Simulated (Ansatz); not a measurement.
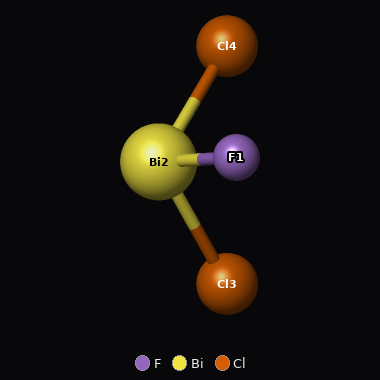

The system is BiCl₂F (SMILES [F][Bi]([Cl])[Cl]) with the probe F-; the picture shows it without the atoms that are moved over the map. The probe is moved over the plane through the molecule's long axis and the normal of its main plane. The first coordinate is: x of the probe's F atom; the second: z of the probe's F atom. Nothing is relaxed (molecule and probe rigid). Grid: 17 × 13 points. At 34 points there is no value (left out of the scan, as a rule where atoms come close). Points are written as (first, second). Energies are in eV, from molecule and probe far apart, each relaxed in its own basis (no counterpoise correction). Energies and slopes of some neighbouring points disagree (a jump in structure or state, or too coarse a mesh). All numbers below come from Ansatz 0.2.0, RKS SPW92 (LDA)/def2-SVPD.

Range: x of the probe's F atom from −4.88 to 4.88 Å; z of the probe's F atom from −3.66 to 3.66 Å.

### What will the energy surface look like?

The lowest grid point is at (0.00 Å, 3.05 Å) [nearest 1 Bi at 2.21 Å], −3.20 eV from molecule and probe far apart, each relaxed in its own basis (no counterpoise correction). The highest grid point, (1.83 Å, 0.61 Å) [nearest 1 Cl at 1.31 Å], lies 14.27 eV above the lowest.

| z of the probe's F atom ↓, x of the probe's F atom → | −4.88 | −3.66 | −2.44 | −1.22 | 0.00 | 1.22 | 2.44 | 3.66 | 4.88 |
| --- | --- | --- | --- | --- | --- | --- | --- | --- | --- |
| 3.66 | −0.48 | −0.70 | −1.26 | −2.07 | −2.48 | −2.07 | −1.26 | −0.70 | −0.48 |
| 3.05 | −0.47 | −0.78 | −1.61 | −2.90 | −3.20 | −2.90 | −1.61 | −0.78 | −0.47 |
| 2.44 | −0.46 | −0.83 | −1.96 | −2.88 | – | −2.88 | −1.96 | −0.83 | −0.46 |
| 1.83 | −0.45 | −0.83 | −1.82 | – | – | – | −1.82 | −0.83 | −0.45 |
| 1.22 | −0.45 | −0.70 | 0.36 | – | – | – | 0.37 | −0.70 | −0.45 |
| 0.61 | −0.45 | −0.44 | 5.10 | – | – | – | 5.13 | −0.44 | −0.45 |
| 0.00 | −0.46 | −0.24 | – | – | – | – | – | −0.24 | −0.46 |
| −0.61 | −0.45 | −0.39 | – | – | – | – | – | −0.39 | −0.45 |
| −1.22 | −0.40 | −0.62 | 3.69 | 3.87 | −0.25 | 3.88 | 3.71 | −0.62 | −0.40 |
| −1.83 | −0.33 | −0.59 | 0.20 | 0.47 | −0.66 | 0.47 | 0.20 | −0.59 | −0.33 |
| −2.44 | −0.27 | −0.40 | −0.39 | −0.25 | −0.34 | −0.25 | −0.39 | −0.40 | −0.27 |
| −3.05 | −0.23 | −0.25 | −0.24 | −0.14 | −0.12 | −0.14 | −0.24 | −0.25 | −0.23 |
| −3.66 | −0.21 | −0.18 | −0.13 | −0.06 | −0.03 | −0.06 | −0.13 | −0.18 | −0.21 |

The table holds every second grid line.

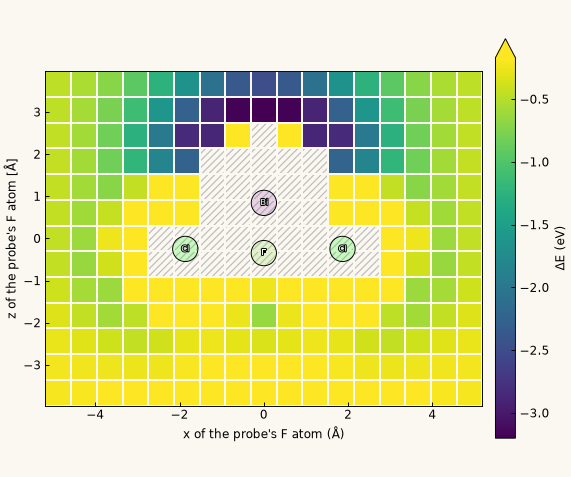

In the figure: one coloured cell a grid point, labelled circles for the molecule's atoms, projected on the plane, one colour for all values above the top of the scale, hatched blanks where no value was computed.

Time for the 187 points that were run: 36 min on 1 thread of Arm Neoverse N1 (shared host).
